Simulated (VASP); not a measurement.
# Quasiparticle energies of Ta2O5 in VASP

How does the gap of Ta2O5 change from the starting functional to GW? The cell has space group P2/m, a computed entry that need not be the common form of this compound. The start is a computed cell from the Materials Project.

Method: LDA; plane waves and PAW (Ta_pv, O), in the first sound run; inputs show where later runs differ, in VASP 6.6.1.

### Step 1. The starting structure

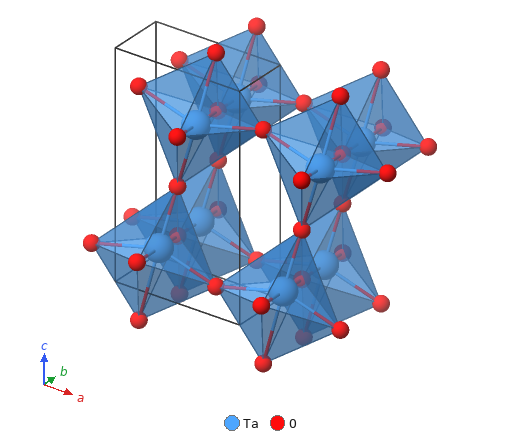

The cell as given, slightly off an axis (tantalum blue, oxygen red). 2×1×1 cells are drawn. Some periodic images of atoms are drawn too.

### Step 2. Relaxation

The atoms are relaxed first inside the given cell, which is kept (ISIF = 2), since band edges depend on the positions.

The input, INCAR:

```
SYSTEM = Ta2O5
PREC = Accurate
ENCUT = 520
EDIFF = 1E-06
NELM = 100
ISMEAR = 0
SIGMA = 0.05
LREAL = .FALSE.
ALGO = Normal
GGA = CA
NBANDS = 33
LASPH = .TRUE.
LWAVE = .FALSE.
LCHARG = .FALSE.
KPAR = 4
IBRION = 2
NSW = 60
ISIF = 2
EDIFFG = -0.01
```

The input, POSCAR:

```
Ta2O5
1.0
    3.8414080139      0.0000000000      0.0000000000
    0.0000000000      3.8627157500      0.0000000000
   -1.8189421445      0.0000000000      6.5289594201
Ta O
2 5
Direct
    0.6495307300      0.0000000000      0.7913145300
    0.3504692700      0.0000000000      0.2086854700
    0.6621243000      0.5000000000      0.7983292900
    0.3378757000      0.5000000000      0.2016707100
    0.1897605700      0.0000000000      0.8706212500
    0.8102394300      0.0000000000      0.1293787500
    0.5000000000      0.0000000000      0.5000000000
```

The input, KPOINTS:

```
Automatic mesh
0
Gamma
6 5 3
0 0 0
```

PAW data sets: Ta_pv and O (PBE family, release 64).

On the command line:

```console
mpirun -np 4 vasp_std
```

Output:

```text
[banner, memory and clock lines left out]
running    4 mpi-ranks, on    1 nodes
 distrk:  each k-point on    1 cores,    4 groups
 distr:  one band on    1 cores,    1 groups

 POSCAR found type information on POSCAR TaO
 POSCAR found :  2 types and       7 ions
|                                                                             |
|               ----> ADVICE to this user running VASP <----                  |
|                                                                             |
|     You enforced a specific xc type in the INCAR file but a different       |
|     [... a line on the potential file left out ...]
|     I HOPE YOU KNOW WHAT YOU ARE DOING!                                     |
|                                                                             |

 LDA part: xc-table for (Slater(with rela. corr.)+CA(PZ))
 , standard interpolation
 POSCAR, INCAR and KPOINTS ok, starting setup
 FFT: planning ... GRIDC
 FFT: planning ... GRID_SOFT
 FFT: planning ... GRID
 WAVECAR not read
 entering main loop
       N       E                     dE             d eps       ncg     rms          rms(c)
DAV:   1     0.455838154020E+03    0.45584E+03   -0.29426E+04  1980   0.156E+03
DAV:   2    -0.577053841737E+02   -0.51354E+03   -0.50114E+03  2487   0.424E+02
DAV:   3    -0.878709192987E+02   -0.30166E+02   -0.30046E+02  2362   0.107E+02
DAV:   4    -0.882828984020E+02   -0.41198E+00   -0.41130E+00  2384   0.137E+01
DAV:   5    -0.882897041703E+02   -0.68058E-02   -0.67990E-02  2397   0.168E+00    0.498E+01
DAV:   6    -0.750050444796E+02    0.13285E+02   -0.67714E+01  2320   0.518E+01    0.193E+01
DAV:   7    -0.745007473352E+02    0.50430E+00   -0.40865E+00  2338   0.124E+01    0.121E+01
DAV:   8    -0.743331902216E+02    0.16756E+00   -0.51348E-01  2541   0.589E+00    0.169E+00
DAV:   9    -0.743228054504E+02    0.10385E-01   -0.38910E-02  2425   0.152E+00    0.399E-01
DAV:  10    -0.743213359203E+02    0.14695E-02   -0.69128E-03  2457   0.567E-01    0.174E-01
DAV:  11    -0.743214325675E+02   -0.96647E-04   -0.72236E-04  2416   0.186E-01    0.484E-02
DAV:  12    -0.743214349228E+02   -0.23553E-05   -0.20830E-04  2218   0.112E-01    0.487E-02
DAV:  13    -0.743214433497E+02   -0.84269E-05   -0.18792E-05  2367   0.321E-02    0.475E-03
DAV:  14    -0.743214440045E+02   -0.65481E-06   -0.20915E-06  2043   0.105E-02
   1 F= -.74321444E+02 E0= -.74321444E+02  d E =-.743214E+02
 curvature:   0.00 expect dE= 0.000E+00 dE for cont linesearch  0.000E+00
 trial: gam= 0.00000 g(F)=  0.304E-02 g(S)=  0.000E+00 ort = 0.000E+00 (trialstep = 0.100E+01)
 search vector abs. value=  0.304E-02
 bond charge predicted
       N       E                     dE             d eps       ncg     rms          rms(c)
DAV:   1    -0.743183854126E+02    0.30579E-02   -0.52588E-01  1986   0.507E+00    0.172E-01
DAV:   2    -0.743221497351E+02   -0.37643E-02   -0.45372E-02  1999   0.130E+00    0.117E-01
DAV:   3    -0.743220984638E+02    0.51271E-04   -0.74451E-04  2469   0.190E-01    0.654E-02
DAV:   4    -0.743220460656E+02    0.52398E-04   -0.23520E-04  2344   0.874E-02    0.212E-02
DAV:   5    -0.743220397441E+02    0.63215E-05   -0.36051E-05  2612   0.445E-02    0.985E-03
DAV:   6    -0.743220402492E+02   -0.50502E-06   -0.49687E-06  2175   0.128E-02
   2 F= -.74322040E+02 E0= -.74322040E+02  d E =-.596245E-03
[...]
3 F= -.74322390E+02 E0= -.74322390E+02  d E =-.946176E-03
[...]
4 F= -.74322958E+02 E0= -.74322958E+02  d E =-.567510E-03
[...]
5 F= -.74323031E+02 E0= -.74323031E+02  d E =-.640636E-03
[...]
6 F= -.74323077E+02 E0= -.74323077E+02  d E =-.464435E-04
[...]
7 F= -.74323112E+02 E0= -.74323112E+02  d E =-.813685E-04
 curvature:  -1.61 expect dE=-0.816E-04 dE for cont linesearch -0.157E-07
 trial: gam= 0.94110 g(F)=  0.507E-04 g(S)=  0.000E+00 ort =-0.748E-06 (trialstep = 0.815E+00)
 search vector abs. value=  0.100E-03
 bond charge predicted
       N       E                     dE             d eps       ncg     rms          rms(c)
DAV:   1    -0.743230769512E+02    0.35123E-04   -0.15160E-02  1984   0.836E-01    0.274E-02
DAV:   2    -0.743231367081E+02   -0.59757E-04   -0.65722E-04  2018   0.166E-01    0.152E-02
DAV:   3    -0.743231354145E+02    0.12936E-05   -0.99970E-06  2614   0.230E-02    0.839E-03
DAV:   4    -0.743231348929E+02    0.52161E-06   -0.26720E-06  2009   0.117E-02
   8 F= -.74323135E+02 E0= -.74323135E+02  d E =-.227071E-04
 trial-energy change:   -0.000023  1 .order   -0.000021   -0.000041   -0.000001
 step:   0.8320(harm=  0.8320)  dis= 0.00081  next Energy=   -74.323133 (dE=-0.208E-04)
 reached required accuracy - stopping structural energy minimisation
```

Wall time 99 s (4 MPI ranks of Intel Xeon Platinum 8488C (Sapphire Rapids), shared host); peak memory 0.87 GiB; 6.5 min of CPU time.

The logs omit lines about the potential files and the build; timing stands in the text.

OUTCAR, selected parts (step 2):

```text
ion  position               nearest neighbor table
   1  0.650  0.000  0.791-   7 1.90   3 1.93   3 1.93   5 1.98   5 2.00   6 2.21   2 3.33   2 3.34

  LATTYP: Found a simple monoclinic cell.
 ALAT       =     3.8414080139
 B/A-ratio  =     1.0055468557
 C/A-ratio  =     1.7643530617
 COS(beta)  =    -0.2683755528

 Subroutine GETGRP returns: Found  4 space group operations
 (whereof  4 operations were pure point group operations)

The static configuration has the point symmetry C_2h.

 Found     30 irreducible k-points:

   k-points           NKPTS =     30   k-points in BZ     NKDIM =     30   number of bands    NBANDS=     33

   dimension x,y,z NGX =    30 NGY =   30 NGZ =   50
   dimension x,y,z NGXF=    60 NGYF=   60 NGZF=  100

   ENCUT  =  520.0 eV  38.22 Ry    6.18 a.u.   7.14  7.18 12.60*2*pi/ulx,y,z

   NELECT =      52.0000    total number of electrons

 k-points in reciprocal lattice and weights: Automatic mesh
   0.00000000  0.00000000  0.00000000       0.011
   0.16666667  0.00000000  0.00000000       0.022
   0.33333333  0.00000000  0.00000000       0.022
   0.50000000  0.00000000  0.00000000       0.011
   0.00000000  0.20000000  0.00000000       0.022
   0.16666667  0.20000000  0.00000000       0.044
   0.33333333  0.20000000  0.00000000       0.044
   0.50000000  0.20000000  0.00000000       0.022
   0.00000000  0.40000000  0.00000000       0.022
[...]
-0.33333333  0.40000000  0.33333333       0.044
  -0.16666667  0.40000000  0.33333333       0.044

 average (electrostatic) potential at core
       1 -41.5489       2 -41.5489       3 -72.4853       4 -72.4853       5 -73.4158
       6 -73.4158       7 -73.3732

 E-fermi :   0.9188

 k-point     1 :       0.0000    0.0000    0.0000
  band No.  band energies     occupation
    ...
     22      -0.4345      2.00000
     23      -0.2881      2.00000
     24      -0.1720      2.00000
     25       0.0315      2.00000
     26       0.0442      2.00000
     27       2.7867      0.00000
     28       3.1911      0.00000
     29       3.3450      0.00000
     30       4.8841      0.00000
     31       4.9483      0.00000
    ...

 k-point     2 :       0.1667    0.0000    0.0000
  band No.  band energies     occupation
    ...
     22      -0.5407      2.00000
     23      -0.4783      2.00000
     24      -0.1464      2.00000
     25      -0.1278      2.00000
     26      -0.1003      2.00000
     27       3.2157      0.00000
     28       3.4860      0.00000
     29       3.6370      0.00000
     30       4.0356      0.00000
     31       5.1152      0.00000
    ...

 k-point     3 :       0.3333    0.0000    0.0000
  band No.  band energies     occupation
    ...
     22      -0.8035      2.00000
     23      -0.5604      2.00000
     24      -0.3629      2.00000
     25      -0.3136      2.00000
     26      -0.0690      2.00000
     27       3.1026      0.00000
     28       3.5603      0.00000
     29       4.2885      0.00000
     30       4.6547      0.00000
     31       5.3117      0.00000
    ...

  Total       -2.3758823     -2.1221241     -2.7623396      0.0000000      0.0000000     -0.1192460
  in kB      -39.2923811    -35.0957233    -45.6836179      0.0000000      0.0000000     -1.9720921
  external PRESSURE =     -40.0239074 kB  Pullay stress =       0.0000000 kB

  energy-cutoff  :      520.00
  volume of cell :       96.88
      direct lattice vectors                 reciprocal lattice vectors
     3.841408014  0.000000000  0.000000000     0.260321215  0.000000000  0.072524456
     0.000000000  3.862715750  0.000000000     0.000000000  0.258885216  0.000000000
    -1.818942145  0.000000000  6.528959420     0.000000000  0.000000000  0.153163764

 POSITION                                       TOTAL-FORCE (eV/Angst)
 -----------------------------------------------------------------------------------
      1.04910      3.86272      5.17147         0.002939      0.000000     -0.005025
      0.97337      3.86272      1.35749        -0.002939     -0.000000      0.005025
      1.09285      1.93136      5.21891         0.001040     -0.000000      0.004825
      0.92962      1.93136      1.31005        -0.001040     -0.000000     -0.004825
     -0.85675      0.00000      5.69096         0.003727     -0.000000      0.002723
      2.87922      0.00000      0.83800        -0.003727     -0.000000     -0.002723
      1.01123      0.00000      3.26448         0.000000     -0.000000     -0.000000
 -----------------------------------------------------------------------------------
    total drift:                               -0.000000     -0.000000      0.000000

  FREE ENERGIE OF THE ION-ELECTRON SYSTEM (eV)
  ---------------------------------------------------
  free  energy   TOTEN  =       -74.3231348929 eV

  energy  without entropy=      -74.3231348929  energy(sigma->0) =      -74.32313489

 reached required accuracy - stopping structural energy minimisation

[... 3 further parts left out ...]
```

The PAW data sets were made with PBE, though LDA sets exist; this is a small mismatch. The run keeps the 4 symmetry operations of its start, so it cannot find a distortion of lower symmetry.

Relaxation path:

```csv
step,energy less that of the first step (eV),largest force (eV/Å)
1,0.0000,0.1618
2,-0.0006,0.1680
3,-0.0009,0.0725
4,-0.0015,0.0235
5,-0.0016,0.0163
6,-0.0016,0.0110
7,-0.0017,0.0192
8,-0.0017,0.0058
```

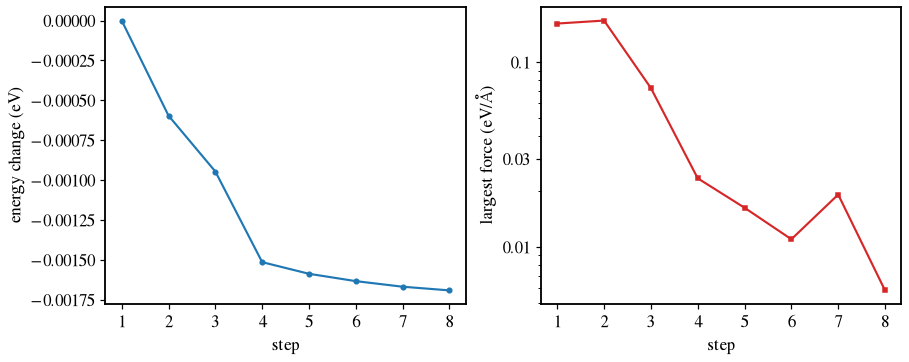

Energy and largest force along the relaxation.

The relaxed structure:

```cif
data_structure
_symmetry_space_group_name_H-M 'P 1'
_symmetry_Int_Tables_number 1
_cell_length_a 3.8414
_cell_length_b 3.8627
_cell_length_c 6.7776
_cell_angle_alpha 90.000
_cell_angle_beta 105.568
_cell_angle_gamma 90.000
_cell_volume 96.88
loop_
_atom_site_label
_atom_site_type_symbol
_atom_site_fract_x
_atom_site_fract_y
_atom_site_fract_z
_atom_site_occupancy
Ta1 Ta 0.64816 0.00000 0.79208 1
Ta2 Ta 0.35184 0.00000 0.20792 1
O3 O 0.66299 0.50000 0.79935 1
O4 O 0.33701 0.50000 0.20065 1
O5 O 0.18970 0.00000 0.87165 1
O6 O 0.81030 0.00000 0.12835 1
O7 O 0.50000 0.00000 0.50000 1
```

This step gave:

* free energy (TOTEN): -74.3231 eV
* Fermi energy: 0.9188 eV
* pressure: -4.002 GPa

At LDA, with these data sets, the largest force is down to 0.0058 eV/Å.

(Part 1 of 4 ends here.)

[Lines on the potential files, build, host, timing and source positions are cut from VASP's logs without a mark.]

[Logs are printed without paths, hosts, clocks, repeated set-up lines and the standing remarks that a program may print on its own settings, such as how far it seeks lower states.]

[Hosts, paths, dates, database ids (printed as entryN), source tags and the programs' standing remarks are cut or masked in the printed files.]

[Pressures printed for these runs are not shown converged in the cutoff: they can be off by several GPa and have the wrong sign.]
